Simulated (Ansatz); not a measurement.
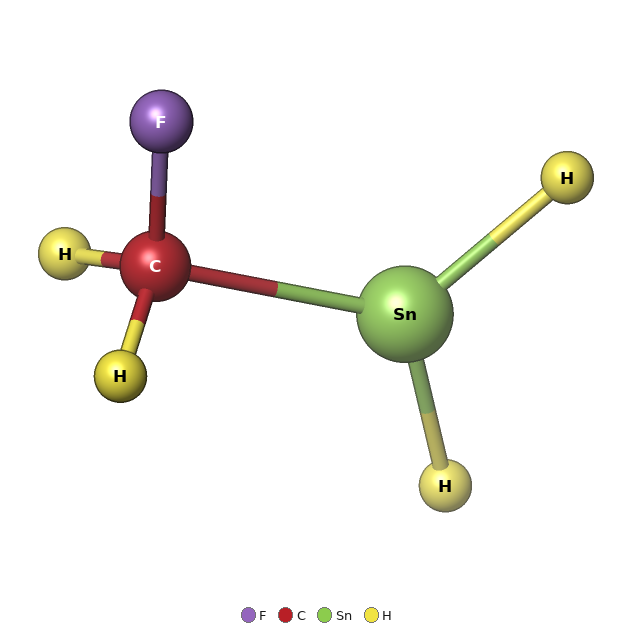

Atoms fade into the background with distance from the viewer. State: charge +1, singlet. The computed structure is the end point of a PBE0-D4/def2-TZVP optimisation. No frequency run is at hand to confirm it as a minimum.

**List the symmetry elements and name the point group.**

It has 1 mirror plane, so the point group is Cs. The group has 2 operations. The geometry is achiral, and symmetry allows a dipole moment.
